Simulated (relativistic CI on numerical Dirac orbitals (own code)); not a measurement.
## Run report: Kr¹⁷⁺, relativistic CI calculation

- system: Kr¹⁷⁺.
- method: Dirac-Coulomb-Breit CI, KLI orbitals optimised for each configuration, model QED (radiative potential, 1s self-energy scaled to tabulated hydrogen-like ionisation energies), valence Slater integrals scaled by 0.85 (relativistic CI on numerical Dirac orbitals, in-house)

Input file:
```
atom Kr  Z=36  charge=17  electrons=19
nucleus A=84  rms_radius_fm=4.1884
hamiltonian dirac-coulomb  breit=on  qed=on  c_scale=1
orbitals kli  potential=per-configuration
slater_scale 0.85
correlation none
mixing on
configurations
  [Ar] 3d
  1s 2s2 2p6 3s2 3p6 3d 4p
end
```

The program writes its results to a structured record and prints no log; tables and figures of this report are taken from that record.

The lowest 25 levels:

| Configuration | Level | E (keV) | LS purity (%) | Landé g | Lifetime (s; – stable or not computed) |
| --- | --- | --- | --- | --- | --- |
| 1s² 3d | ²D₃/₂ | 0 | 100 | 0.798 | – |
| 1s² 3d | ²D₅/₂ | 0.001928 | 100 | 1.199 | 2.5×10⁻² |
| 1s 3d 4p | [1s 3d₃/₂ 4p₁/₂] J = 5/2 | 14.60 | 35 | 1.057 | – |
| 1s 3d 4p | [1s 3d₃/₂ 4p₁/₂] J = 3/2 | 14.60 | 64 | 0.591 | – |
| 1s 3d 4p | ⁴D°₁/₂ | 14.60 | 85 | 0.159 | – |
| 1s 3d 4p | [1s 3d₃/₂ 4p₁/₂] J = 3/2 | 14.60 | 45 | 1.079 | – |
| 1s 3d 4p | [1s 3d₅/₂ 4p₁/₂] J = 5/2 | 14.60 | 65 | 1.366 | – |
| 1s 3d 4p | [1s 3d₅/₂ 4p₁/₂] J = 3/2 | 14.60 | 54 | 0.976 | – |
| 1s 3d 4p | [1s 3d₅/₂ 4p₁/₂] J = 7/2 | 14.60 | 52 | 1.277 | – |
| 1s 3d 4p | [1s 3d₅/₂ 4p₁/₂] J = 5/2 | 14.60 | 52 | 1.073 | – |
| 1s 3d 4p | [1s 3d₃/₂ 4p₃/₂] J = 5/2 | 14.60 | 47 | 1.094 | – |
| 1s 3d 4p | [1s 3d₃/₂ 4p₃/₂] J = 3/2 | 14.60 | 52 | 0.851 | – |
| 1s 3d 4p | [1s 3d₃/₂ 4p₃/₂] J = 7/2 | 14.60 | 45 | 1.294 | – |
| 1s 3d 4p | [1s 3d₃/₂ 4p₃/₂] J = 3/2 | 14.60 | 56 | 1.436 | – |
| 1s 3d 4p | ⁴P°₁/₂ | 14.60 | 89 | 2.394 | – |
| 1s 3d 4p | [1s 3d₃/₂ 4p₃/₂] J = 5/2 | 14.60 | 42 | 1.073 | – |
| 1s 3d 4p | ⁴F°₉/₂ | 14.60 | 100 | 1.328 | – |
| 1s 3d 4p | ²P°₁/₂ | 14.60 | 93 | 0.661 | – |
| 1s 3d 4p | [1s 3d₅/₂ 4p₃/₂] J = 5/2 | 14.60 | 66 | 1.442 | – |
| 1s 3d 4p | [1s 3d₅/₂ 4p₃/₂] J = 7/2 | 14.60 | 76 | 1.187 | – |
| 1s 3d 4p | [1s 3d₅/₂ 4p₃/₂] J = 3/2 | 14.60 | 62 | 1.304 | – |
| 1s 3d 4p | ²F°₇/₂ | 14.61 | 84 | 1.176 | – |
| 1s 3d 4p | ²F°₅/₂ | 14.61 | 68 | 0.983 | – |
| 1s 3d 4p | ²P°₁/₂ | 14.61 | 89 | 0.777 | – |
| 1s 3d 4p | [1s 3d₅/₂ 4p₃/₂] J = 3/2 | 14.61 | 85 | 1.341 | – |

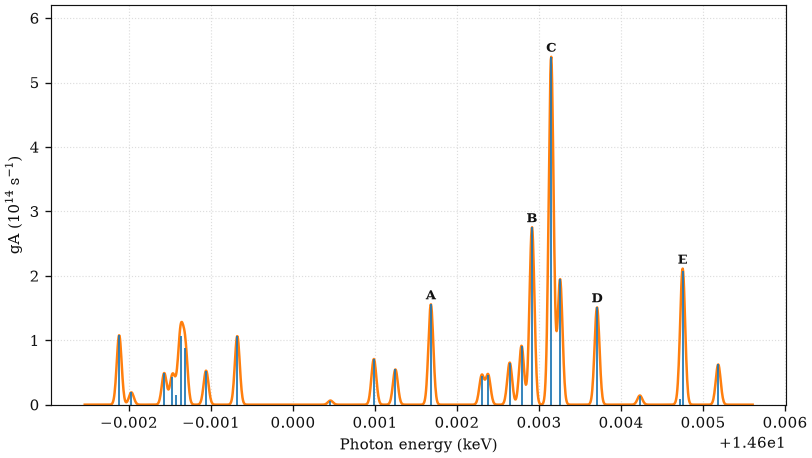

Fig. 1: Electric dipole lines from levels with an inner-shell vacancy (weighted rates gA) for Kr¹⁷⁺. The envelope is a Gaussian of full width 7×10⁻⁵ keV, scaled to the tallest stick. A: 1s 3d 4p [1s 3d₃/₂ 4p₃/₂] J = 3/2 → 1s² 3d ²D₃/₂, 14.60 keV, gA = 1.6×10¹⁴ s⁻¹; B: 1s 3d 4p [1s 3d₃/₂ 4p₃/₂] J = 5/2 → 1s² 3d ²D₃/₂, 14.60 keV, gA = 2.8×10¹⁴ s⁻¹; C: 1s 3d 4p ²F°₇/₂ → 1s² 3d ²D₅/₂, 14.60 keV, gA = 5.4×10¹⁴ s⁻¹; D: 1s 3d 4p ²P°₁/₂ → 1s² 3d ²D₃/₂, 14.60 keV, gA = 1.5×10¹⁴ s⁻¹; E: 1s 3d 4p [1s 3d₅/₂ 4p₃/₂] J = 3/2 → 1s² 3d ²D₅/₂, 14.60 keV, gA = 2.1×10¹⁴ s⁻¹. The strongest, C, lies in the X-ray region.

Results in brief:

- outcome: converged
- lowest level: 1s² 3d ²D₃/₂
- first excited level: 1s² 3d ²D₅/₂, 15,550 cm⁻¹
- levels computed: 25
- SCF iterations: 19
- hardware: 1 CPU thread, shared host

Notes:

To bear in mind: Auger decay is left out.
